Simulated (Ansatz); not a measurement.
# BH6NO: the cost of one run

Program: Ansatz 0.2.0, Gaussian basis. Level of theory: PBE0-D4/def2-SVP. These are calculated values, not measurements.

23 further runs of the same task are left out: 1 that didn't finish, 22 set aside as unsound or not needed.

**1. Where the work starts**

The first end: 9 atoms, charge 0, spin multiplicity 1.

Atoms are counted from 1 here; the program's logs count them from 0.

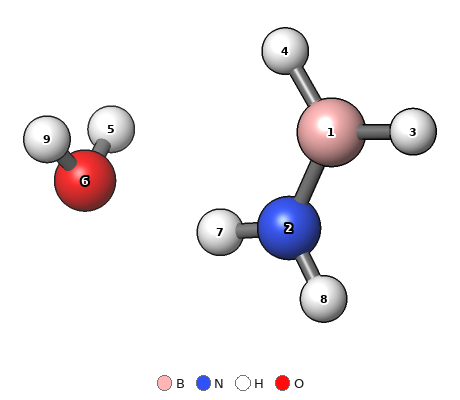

Start geometry, drawn with boron pink, nitrogen blue, hydrogen white, oxygen red; atoms are numbered from 1 in the order of the file.

Geometry (Å):

```
B    -1.1047   -0.3205    1.0046
N    -0.5309    0.8098    0.4552
H    -1.9936   -0.2124    1.8009
H    -0.6955   -1.3983    0.6685
H     1.1317   -0.6767   -2.0254
O     1.6350   -0.0721   -1.4739
H     0.2213    0.7646   -0.2204
H    -0.8250    1.7420    0.6922
H     2.1616   -0.6363   -0.9017
```

The second end:

```xyz
9
BH6NO
B    -0.3383   -0.6285   -0.0754
N    -0.0226    0.9799    0.2917
H    -1.4758   -0.5694   -0.5079
H    -0.2487   -1.1969    1.0005
H    -0.0218    1.5075   -0.5761
O     0.6401   -0.9820   -1.0632
H     0.8895    1.0879    0.7243
H    -0.7286    1.3668    0.9097
H     1.3063   -1.5652   -0.7036
```

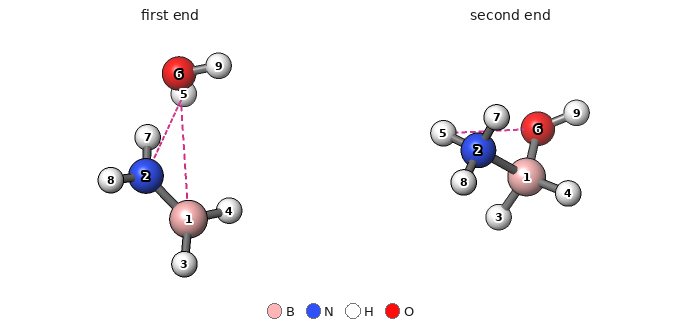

The two ends; dashed lines mark the contacts followed along the path.

**2. The band at PBE0-D4/def2-SVP**

File neb/in.yaml:

```yaml
crystal:
  periodic: [false, false, false]
  atoms:
    - {symbol: B, position_ang: [-1.104663, -0.320525, 1.004593]}
    - {symbol: N, position_ang: [-0.530884, 0.809788, 0.455199]}
    - {symbol: H, position_ang: [-1.993588, -0.212376, 1.800943]}
    - {symbol: H, position_ang: [-0.695489, -1.398286, 0.668546]}
    - {symbol: H, position_ang: [1.131677, -0.676702, -2.025396]}
    - {symbol: O, position_ang: [1.635033, -0.072101, -1.473871]}
    - {symbol: H, position_ang: [0.221347, 0.764614, -0.220397]}
    - {symbol: H, position_ang: [-0.824972, 1.742019, 0.692184]}
    - {symbol: H, position_ang: [2.161640, -0.636331, -0.901700]}
basis:
  gaussian: {orbitals: def2-SVP}
hamiltonian: {xc: pbe0, dispersion: d4}
neb:
  images: 5
  climbing: true
  max_iterations: 40
  initial_path: idpp
  final_atoms:
    - {symbol: B, position_ang: [-0.338301, -0.628466, -0.075363]}
    - {symbol: N, position_ang: [-0.022553, 0.979870, 0.291689]}
    - {symbol: H, position_ang: [-1.475751, -0.569407, -0.507853]}
    - {symbol: H, position_ang: [-0.248677, -1.196922, 1.000541]}
    - {symbol: H, position_ang: [-0.021836, 1.507458, -0.576110]}
    - {symbol: O, position_ang: [0.640073, -0.981987, -1.063220]}
    - {symbol: H, position_ang: [0.889456, 1.087915, 0.724280]}
    - {symbol: H, position_ang: [-0.728636, 1.366790, 0.909687]}
    - {symbol: H, position_ang: [1.306325, -1.565152, -0.703551]}
```

Launch:

```console
$ ansatz run in.yaml --threads 2 --pin off --events-out ev --progress --plain --max-ram 4352MiB
```

**Question.** How long does this run take on 2 threads of Arm Neoverse V2, shared host?

About 2.4 min.
